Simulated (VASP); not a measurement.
Band structure of Sb (a7). Level of theory: LDA (Ceperley-Alder, Perdew-Zunger), VASP's LDA PAW potentials (set 64) (plane waves; VASP 6.6.1).

Unless said otherwise, spin-orbit coupling is left out, though it shifts the bands of the heavy elements here.

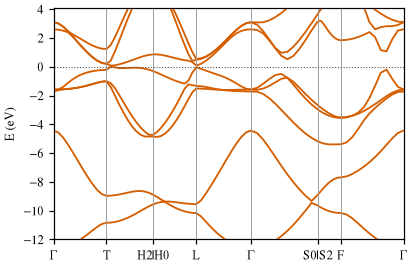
Figure. Bands along high-symmetry lines, zero at the valence-band maximum or, without a gap, the Fermi level

Q: Read the plot: is there a gap, and where are the band edges?

A: The gap is indirect, 0.08 eV, from the valence maximum at T-H2 at 0.09 to the conduction minimum at L. (Edges off the drawn lines would not show.)

The compound is Sb in the a7 structure. It was relaxed first.
